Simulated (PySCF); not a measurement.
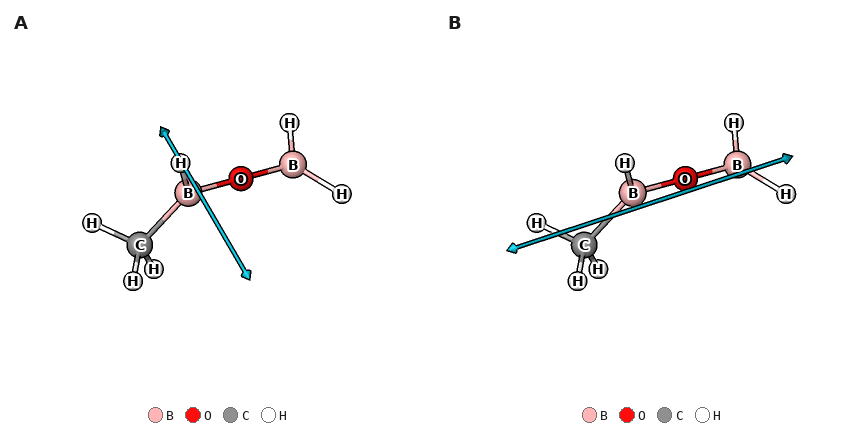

The double arrows show the directions of two transition dipoles from the ground state (lengths mean nothing). The geometry was computed by an optimisation with PBE0-D3(BJ)/def2-SVP. No frequency run is at hand to confirm it as a minimum. Properties computed with TDDFT PBE0/def2-SVP, vertical, gas phase, core orbitals frozen in the response (PySCF 2.14.0).

One belongs to singlet state 4 and one to singlet state 5. Which is which?

A: state 5, 9.03 eV (137 nm), oscillator strength 0.019, mainly HOMO−2 → LUMO+1 (weight 0.95).
B: state 4, 7.58 eV (164 nm), oscillator strength 0.41, mainly HOMO → LUMO+1 (weight 0.90).
